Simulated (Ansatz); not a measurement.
**Alloy series in InSb**

Base system: InSb in the zinc blende structure (space group F-43m, No. 216).

```
CELL_PARAMETERS angstrom
      0.00000     3.27796     3.27796
      3.27796     0.00000     3.27796
      3.27796     3.27796     0.00000
ATOMIC_POSITIONS crystal
  Sb 0.75000 0.75000 0.75000
  In 0.00000 0.00000 0.00000
```

The other end (x = 1) is InAs in the zinc blende structure (space group F-43m, No. 216): 28.50 Å³/atom, gap 0.08 eV.

As replaces a fraction x of Sb; each row is one arrangement (x, atoms in the cell, starting space group or random), fully relaxed.

The values are results of r2SCAN (Ansatz, a quantum-chemistry and plane-wave program), no SOC, not measurements.

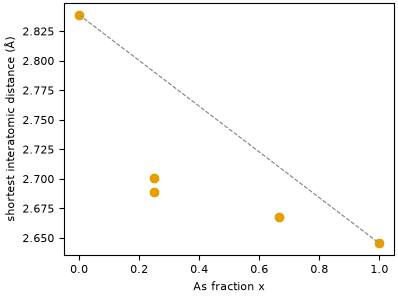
Figure. Shortest interatomic distance against As fraction x; the dashed line joins the ends

| As fraction x | shortest interatomic distance |
|---|---|
| x(As) = 0.25, 8 atoms, P-4m2 | 2.701 Å |
| x(As) = 0.25, 8 atoms, Amm2 | 2.689 Å |
| x(As) = 0.667, 6 atoms, I-4m2 | 2.668 Å |

These are small ordered cells, not random alloys; other orderings at the same x differ. With Sb present, leaving out spin-orbit coupling can change the band edges. Stability against distortions was not tested. The final runs are not spin-polarised. A zero or small gap of In4Sb3As, InSb, InAs and In3SbAs2 can be the functional's error rather than a property of the material.
